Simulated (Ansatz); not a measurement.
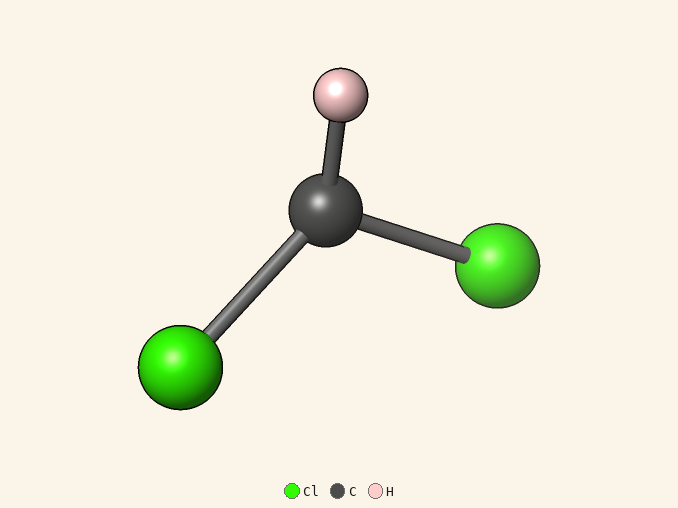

State: neutral, doublet. The computed structure is the end point of a PBE0-D4/def2-TZVP optimisation. No frequency run is at hand to confirm it as a minimum.

Draw it as a skeletal formula.

SMILES: Cl[CH]Cl

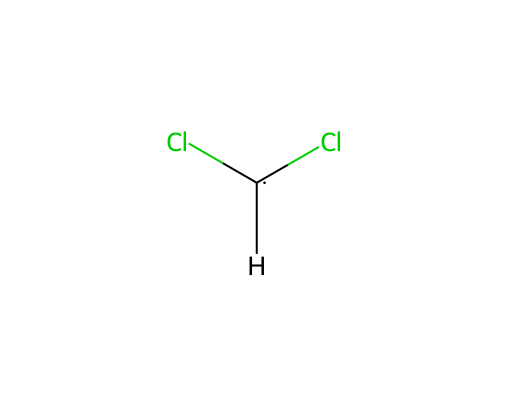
